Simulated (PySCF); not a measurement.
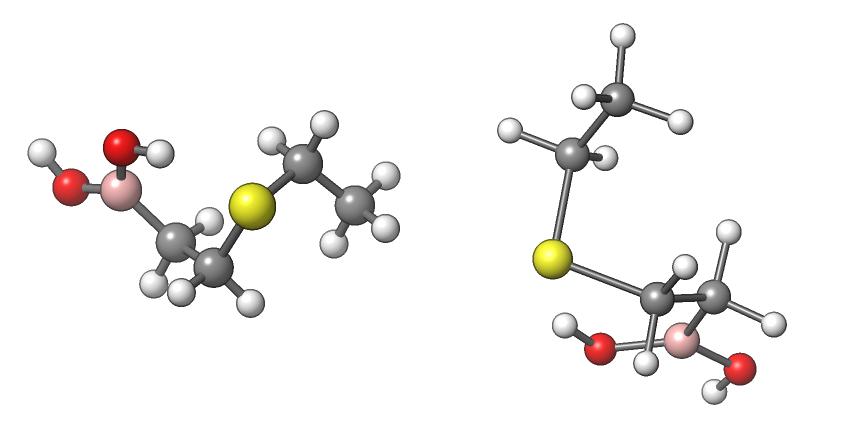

Both panels show the same species. Colours: carbon grey, sulfur yellow, boron pink, oxygen red, hydrogen white.

Computed geometry: PBE0-D3(BJ)/def2-SVP optimisation. No frequency run is at hand to confirm it as a minimum.

What is the molecular formula?

Answer. C₄H₁₁BO₂S, 19 atoms: 4 carbon, 11 hydrogen, 1 boron, 2 oxygen and 1 sulfur.

Name some functional groups or characteristic bonds that it holds.

Answer. Among them: thioether.

How many bonds of each kind are drawn?

Answer. 9 C–H, 2 C–C, 2 C–S, 2 B–O, 2 O–H, 1 C–B.

Give the symmetry (Schoenflies symbol).

Answer. C1.

Write the SMILES.

Answer. CCSCCB(O)O

The parts below concern this one geometry. Atoms keep their numbers from picture to picture.

## Shape

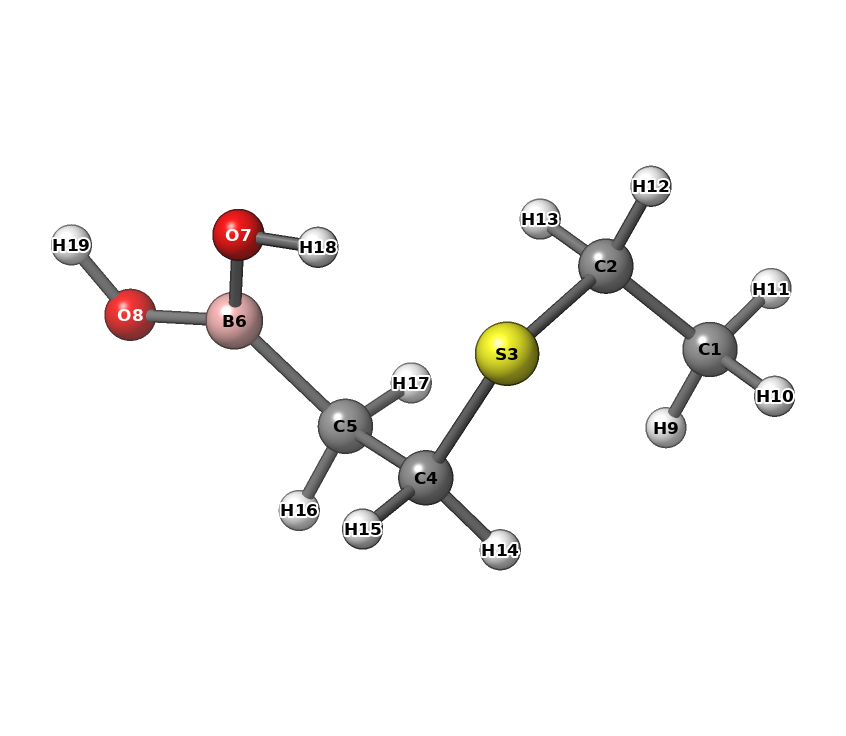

No frequency run is at hand to confirm it as a minimum.

What is the geometry at C2?

Answer. C2 has 4 neighbours (C1 at 1.52, S3 at 1.82, H12 at 1.10, H13 at 1.10 Å); the arrangement is tetrahedral.

Describe the coordination of atom 7.

Answer. O7 has 2 neighbours (B6 at 1.36, H18 at 0.98 Å); the arrangement is bent.

Describe the coordination of atom 8.

Answer. O8 has 2 neighbours (B6 at 1.36, H19 at 0.96 Å); the arrangement is bent.

What is the geometry at B6?

Answer. B6 has 3 neighbours (C5 at 1.59, O7 at 1.36, O8 at 1.36 Å); the arrangement is trigonal planar.

What is the dihedral angle S3–C4–C5–B6?

Answer. 55° in size, that is gauche.

## Excitation

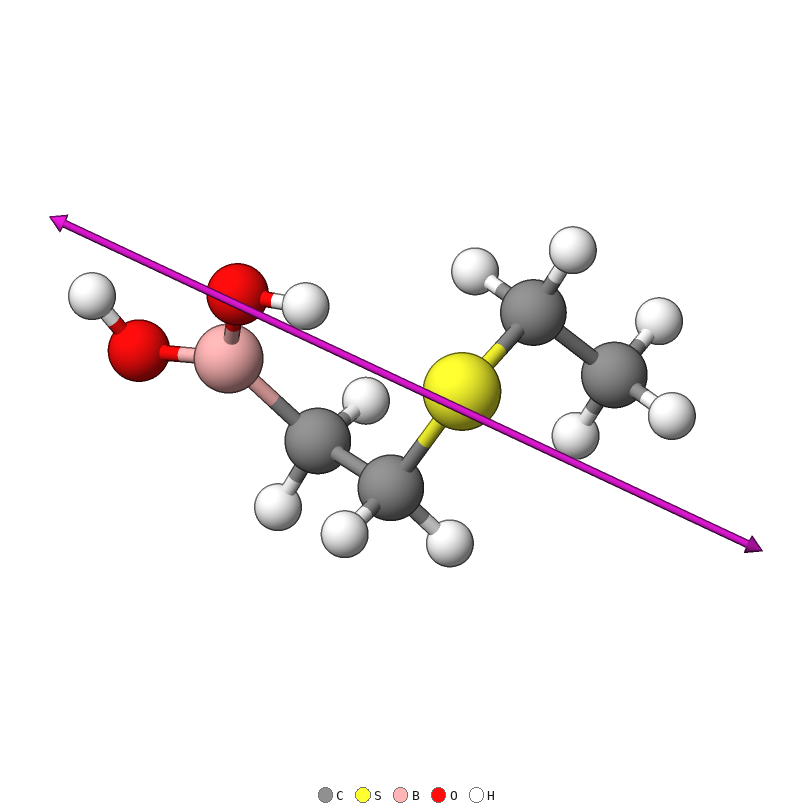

The double arrow shows the direction of the transition dipole to excited singlet state 2 (its length means nothing). No frequency run is at hand to confirm it as a minimum. Level of theory: TDDFT CAM-B3LYP/def2-SVPD, vertical, IEF-PCM dichloromethane (non-equilibrium linear response), core orbitals frozen in the response (PySCF 2.14.0).

Give its energy, strength and character.

Answer. 6.32 eV (196 nm), oscillator strength 0.080, mainly HOMO → LUMO (weight 0.51); transition dipole 1.82 D.

## Quadrupole coupling

No frequency run is at hand to confirm it as a minimum. Electric field gradients from the ground-state density, PBE0/pcSseg-1 in dichloromethane (IEF-PCM) (PySCF 2.14.0), non-relativistic apart from any core potentials.

Give the largest field-gradient component, the quadrupole coupling constant and the asymmetry for 33S at S3 (Q = −67.81 mb), 11B at B6 (Q = 40.59 mb), 17O at O7 (Q = −25.6 mb), 17O at O8 (Q = −25.6 mb), 2H at H9 (Q = 2.86 mb), 2H at H10 (Q = 2.86 mb).

```csv
atom,V_zz (a.u.),e²qQ/h (MHz),η
S3,−2.675,42.6,0.67
B6,0.361,3.44,0.30
O7,1.123,−6.75,0.20
O8,1.312,−7.89,0.23
H9,0.290,0.195,0.03
H10,0.291,0.195,0.03
```

## NMR shielding

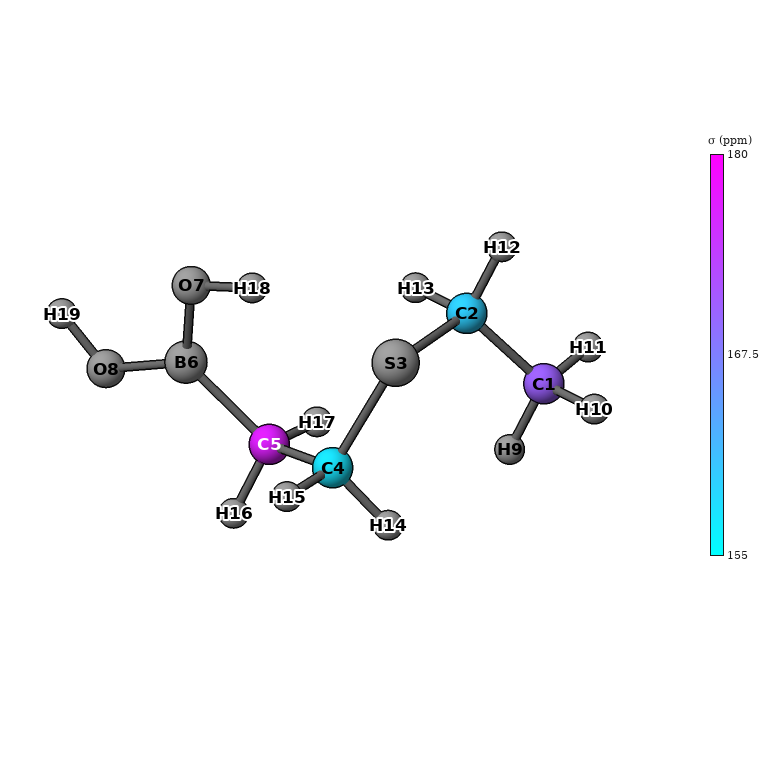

Atoms are coloured by their isotropic NMR shieldings (C only, the others grey). No frequency run is at hand to confirm it as a minimum. Properties computed with GIAO PBE0/pcSseg-1 NMR shielding, non-relativistic, IEF-PCM tetrahydrofuran (PySCF 2.14.0).

Which C atom is the most shielded (lowest chemical shift)?

Answer. C5 (176.7 ppm).

Which C atom is the least shielded (highest chemical shift)?

Answer. C4 (157.6 ppm).

How wide is the range of C shifts?

Answer. 19.1 ppm.

Give the isotropic NMR shieldings of the C atoms atom by atom.

| atom | σ (ppm) |
| --- | --- |
| C1 | 170.4 |
| C2 | 159.7 |
| C4 | 157.6 |
| C5 | 176.7 |
